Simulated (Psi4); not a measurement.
# UB3LYP/6-31G(d) (spherical functions) run of O2F (SMILES [O]OF)

What is the vertical ionisation energy of O2F at UB3LYP/6-31G* (spherical functions)? 

The calculation is run with Psi4 1.11.

2 further runs of the same task are left out: 2 set aside as unsound or not needed.

## (1) Starting point

O2F: 3 atoms, total charge 0, spin state doublet. SMILES: `[O]OF`. The coordinates come from a PBE0-D4/def2-TZVP relaxation.

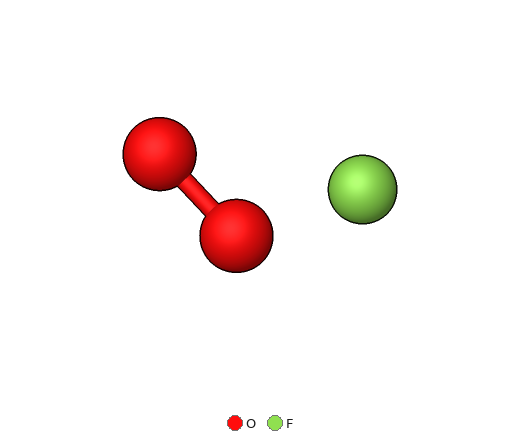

Viewed from a chosen angle; oxygen red, fluorine green.

## (2) Energy and forces at UB3LYP/6-31G(d) (spherical functions)

Contents of fo2.dat:

```
memory 1.6 GB

molecule m {
  0 2
  O
  O 1 r2
  F 2 r3 1 a3

  r2 = 1.181137
  r3 = 1.573215
  a3 = 111.00452
  units angstrom
  symmetry c1
}

set {
  reference            uks
  puream               true
  e_convergence        1e-09
  d_convergence        1e-08
  scf_type             pk
  dft_radial_points    99
  dft_spherical_points 590
  maxiter              100
}

result, w = gradient('b3lyp/6-31G*', return_wfn=True)
oeprop(w, 'WIBERG_LOWDIN_INDICES', 'MAYER_INDICES', 'QUADRUPOLE', title='B3LYP')
```

Launch:

```
psi4 -n 1 fo2.dat fo2.out
```

fo2.out:

```text
[...]
  Running in c1 symmetry.
[...]
  Nuclear repulsion =   69.596685161349086
[...]
  Multiplicity = 2
[...]
  Nalpha       = 13
  Nbeta        = 12
[...]
    Number of basis functions: 42
[...]
   @UKS iter   1:  -249.96535972992331   -3.10961e-01   1.14030e-02 DIIS/ADIIS
[...]
   @UKS iter  18:  -250.04916135971698   -1.98952e-13   1.98034e-09 DIIS
[...]
   @S^2 Observed:                7.752508215E-01
[...]
    Orbital Energies [Eh]
    ---------------------
    Alpha Occupied:
       1A    -24.691406     2A    -19.405221     3A    -19.321768
       4A     -1.381597     5A     -1.138865     6A     -0.852623
       7A     -0.619319     8A     -0.610148     9A     -0.592131
      10A     -0.398783    11A     -0.382924    12A     -0.366274
      13A     -0.322425
    Alpha Virtual:
      14A     -0.126705    15A      0.208346    16A      0.727708
      17A      0.744253    18A      0.784814    19A      0.800150
      20A      0.841496    21A      0.872334    22A      0.982205
      23A      1.188277    24A      1.235756    25A      1.250110
[...]
  @UKS Final Energy:  -250.04916135971698
   => Energetics <=
    Nuclear Repulsion Energy =             69.5966851613490860
    One-Electron Energy =                -483.7588213327817357
    Two-Electron Energy =                 186.3071612965944439
    DFT Exchange-Correlation Energy =     -22.1941864848787986
    Empirical Dispersion Energy =           0.0000000000000000
    VV10 Nonlocal Energy =                  0.0000000000000000
    Total Energy =                       -250.0491613597169760
[...]
  -Total Gradient:
     Atom            X                  Y                   Z
    ------   -----------------  -----------------  -----------------
       1        0.000731559597    -0.044062527341     0.000000000000
       2        0.004912136869     0.041307172657    -0.000000000000
       3       -0.005637830344     0.002756444346     0.000000000000
[...]
 Multipole Moments:
 ------------------------------------------------------------------------------------
     Multipole            Electronic (a.u.)      Nuclear  (a.u.)        Total (a.u.)
 ------------------------------------------------------------------------------------
 L = 1.  Multiply by 2.5417464519 to convert [e a0] to [Debye]
 Dipole X            :          0.4161962           -0.8745064           -0.4583102
 Dipole Y            :         -0.4735884            0.6874175            0.2138290
 Dipole Z            :          0.0000000            0.0000000            0.0000000
 Magnitude           :                                                    0.5057382
 L = 2.  Multiply by 1.3450342976 to convert [e a0^2] to [Debye ang]
 Quadrupole XX       :        -55.3211857           44.3989676          -10.9222181
 Quadrupole XY       :         35.2488024          -34.9004028            0.3483996
[...]
```

It took 6 s on 1 thread of Intel Xeon 6975P-C (Granite Rapids), shared host; peak memory 0.4 GiB.

## (3) The singlet cation: a single-point energy at B3LYP/6-31G(d) (spherical functions)

Contents of job.in:

```
memory 1600 mb

molecule molecule1 {
  1 1
  O      0.933400    -0.295440     0.482240
  O      0.133270     0.497870     0.127930
  F     -1.066650    -0.202430    -0.610160
  symmetry c1
}

set globals {
  basis                6-31G*
  puream               true
  e_convergence        1e-09
  d_convergence        1e-08
  scf_type             pk
  dft_radial_points    99
  dft_spherical_points 590
}

e_tot, wfn = energy('b3lyp', return_wfn=True)
oeprop(wfn, 'QUADRUPOLE', 'DIPOLE', 'WIBERG_LOWDIN_INDICES')
print_variables()
```

Launch:

```
psi4 -n 1 job.in job.out
```

job.out:

```text
[...]
  Running in c1 symmetry.
[...]
  Nuclear repulsion =   69.596692195353654
[...]
  Multiplicity = 1
[...]
  Nalpha       = 12
  Nbeta        = 12
[...]
    Number of basis functions: 42
[...]
   @RKS iter   1:  -249.36869226639641    2.85707e-01   1.62272e-02 DIIS/ADIIS
[...]
   @RKS iter  14:  -249.58147552461338    2.84217e-14   1.11595e-09 DIIS
[...]
    Orbital Energies [Eh]
    ---------------------
    Doubly Occupied:
       1A    -25.107492     2A    -19.870078     3A    -19.780875
       4A     -1.793519     5A     -1.525104     6A     -1.235596
       7A     -1.005376     8A     -0.985061     9A     -0.983484
      10A     -0.759409    11A     -0.756640    12A     -0.753393
[...]
  @RKS Final Energy:  -249.58147552461338
   => Energetics <=
    Nuclear Repulsion Energy =             69.5966921953536541
    One-Electron Energy =                -473.6310545002100412
    Two-Electron Energy =                 176.1958641884157828
    DFT Exchange-Correlation Energy =     -21.7429774081728020
    Empirical Dispersion Energy =           0.0000000000000000
    VV10 Nonlocal Energy =                  0.0000000000000000
    Total Energy =                       -249.5814755246133814
[...]
 Multipole Moments:
 ------------------------------------------------------------------------------------
     Multipole            Electronic (a.u.)      Nuclear  (a.u.)        Total (a.u.)
 ------------------------------------------------------------------------------------
 L = 1.  Multiply by 2.5417464519 to convert [e a0] to [Debye]
 Dipole X            :         -0.3162646            1.0974127            0.7811481
 Dipole Y            :         -0.0206785            0.1816294            0.1609509
 Dipole Z            :          0.0000000           -0.0000000            0.0000000
 Magnitude           :                                                    0.7975573
 L = 2.  Multiply by 1.3450342976 to convert [e a0^2] to [Debye ang]
 Quadrupole XX       :        -87.3704584           80.7732375           -6.5972209
 Quadrupole XY       :         -1.6589201            1.6479653           -0.0109548
[...]
```

Wall time 3.3 s (1 thread of Intel Xeon 6975P-C (Granite Rapids), shared host); peak memory 0.4 GiB.

## (4) Summary of results

At UB3LYP/6-31G* (spherical functions):

| quantity | value |
| --- | --- |
| doublet O2F: total energy | -250.04916 Eh |
| doublet O2F: dipole moment | 1.29 D |
| doublet O2F: HOMO energy (highest over α and β) | -8.77 eV |
| doublet O2F: LUMO energy (lowest over α and β) | -4.07 eV |
| doublet O2F: ⟨S²⟩ | 0.775 |
| doublet O2F: largest force on an atom | 2.266 eV/Å |
| singlet cation: total energy | -249.58148 Eh |
| singlet cation: HOMO energy | -20.50 eV |
| singlet cation: LUMO energy | -16.54 eV |
| singlet cation: HOMO–LUMO gap | 3.96 eV |
| vertical ionisation energy (to the singlet cation) | 12.726 eV |

What this shows: Removing an electron at fixed nuclei costs 12.73 eV (293 kcal/mol). The largest force (doublet O2F) is 2.27 eV/Å: the shape isn't a stationary point for this species at this level. Only the singlet of the ionised species was computed; a triplet could lie lower.
